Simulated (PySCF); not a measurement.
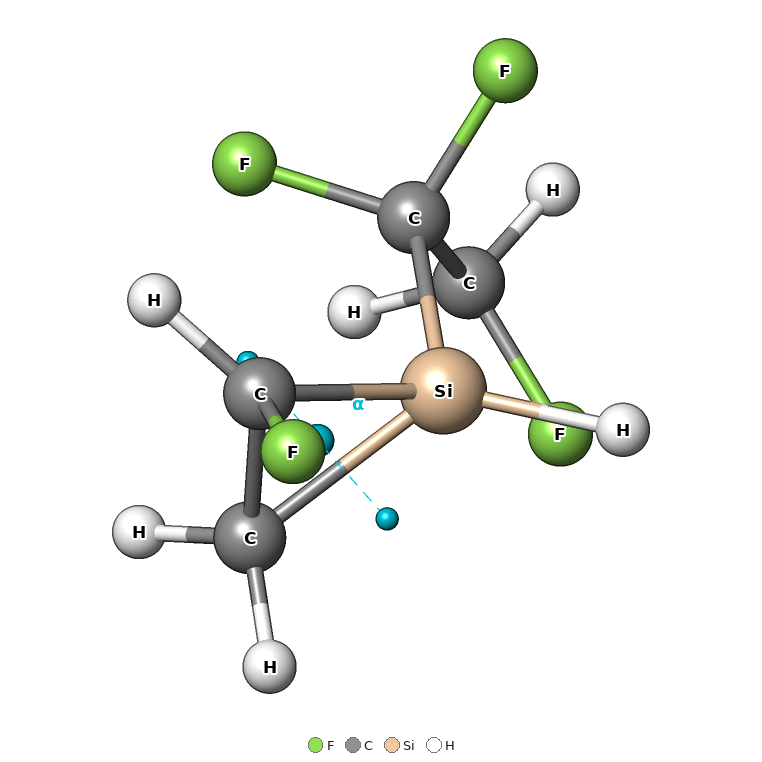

The small points mark where nucleus-independent chemical shifts (NICS) were computed: at the centre of each lettered ring and 1 Å above and below it. The geometry was computed by an optimisation with GFN2-xTB. No frequency run is at hand to confirm it as a minimum. Method: GIAO PBE0/pcSseg-1 NMR shielding, non-relativistic, gas phase (PySCF 2.14.0).

Give NICS(0), NICS(1) and the out-of-plane component NICS(1)zz for each ring (means of the two sides).

```
ring  members  NICS(0)  NICS(1)  NICS(1)zz
   α     C2Si    −20.2     −6.8      −13.3
```

Values in ppm.

The geometry is semi-empirical. Around Si such bond lengths and angles can be off by a tenth of an ångström or more and by several degrees, and values that hang on the shape move with them.
